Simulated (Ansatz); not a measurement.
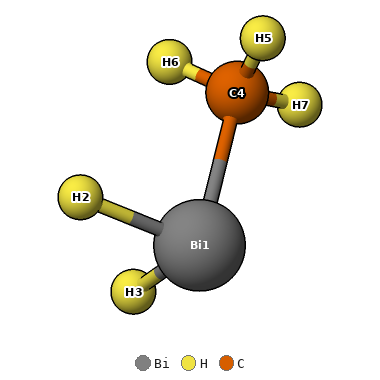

The system is CH₅Bi with the probe H2O; the picture shows it without the atoms that are moved over the map. The probe is moved over a plane parallel to the molecule's main plane, 2.78 Å above it. Coordinates scanned: (1) x of the probe's H atom; (2) y of the probe's H atom. Nothing is relaxed (molecule and probe rigid, the probe upright with H nearest the plane). Grid: 11 × 9 points. Points are written as (first, second). All energies are given in kcal/mol relative to the lowest grid point. These are results of RKS PBE0-D4/def2-SVPD in Ansatz 0.2.0, not measurements.

Range: x of the probe's H atom from −3.20 to 3.20 Å; y of the probe's H atom from −2.56 to 2.56 Å.

Question: What will the energy surface look like?

Answer: The lowest grid point is at (−1.92 Å, 0.00 Å). There is a further well near (2.56 Å, 0.00 Å) (0.84 kcal/mol above the lowest at that grid point). The highest grid point, (0.64 Å, 0.00 Å), lies 1.82 kcal/mol above the lowest. On the interpolated surface the easiest way out of the lowest well to the well at about (2.39 Å, 0.04 Å) passes a barrier of about 1 kcal/mol. Near the minimum the curvatures are about 0.0013 and 0.028 eV/Å² along the soft and the stiff direction.

```
y of the probe's H atom ↓, x of the probe's H atom →  −3.20  −2.56  −1.92  −1.28  −0.64  0.00  0.64  1.28  1.92  2.56  3.20
                                                2.56   1.04   0.90   0.84   0.87   0.98  1.10  1.21  1.31  1.42  1.53  1.62
                                                1.92   0.79   0.57   0.44   0.47   0.61  0.79  0.95  1.06  1.18  1.32  1.48
                                                1.28   0.61   0.32   0.14   0.16   0.36  0.68  0.95  1.03  1.01  1.09  1.30
                                                0.64   0.53   0.21   0.02   0.05   0.35  0.88  1.40  1.38  0.99  0.91  1.14
                                                0.00   0.51   0.19   0.00   0.04   0.40  1.09  1.82  1.66  0.98  0.84  1.07
                                               −0.64   0.53   0.21   0.02   0.05   0.35  0.89  1.41  1.39  1.00  0.91  1.14
                                               −1.28   0.61   0.32   0.14   0.16   0.37  0.69  0.96  1.04  1.01  1.09  1.30
                                               −1.92   0.79   0.57   0.44   0.47   0.61  0.79  0.95  1.06  1.18  1.32  1.48
                                               −2.56   1.04   0.90   0.84   0.87   0.98  1.10  1.21  1.31  1.42  1.53  1.62
```

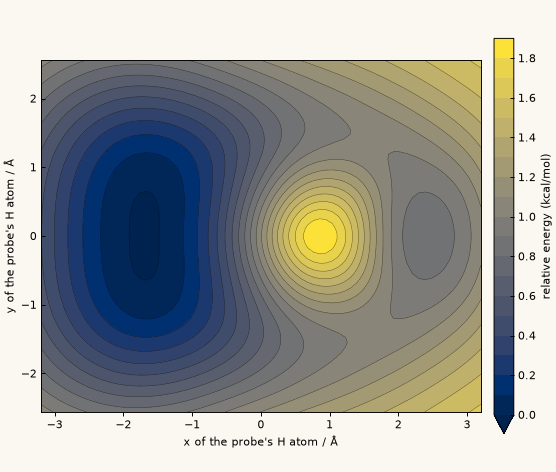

Drawn: filled contours. Between grid points the surface is interpolated.

Each point was launched as `ansatz run input.yaml --threads 1 --pin off --max-ram 2560MiB --backend cpu --events-out ev --progress --plain --runs-dir out`. Time for the 99 points that were run: 13 min on 1 thread of Arm Neoverse V1, with other jobs on the host.
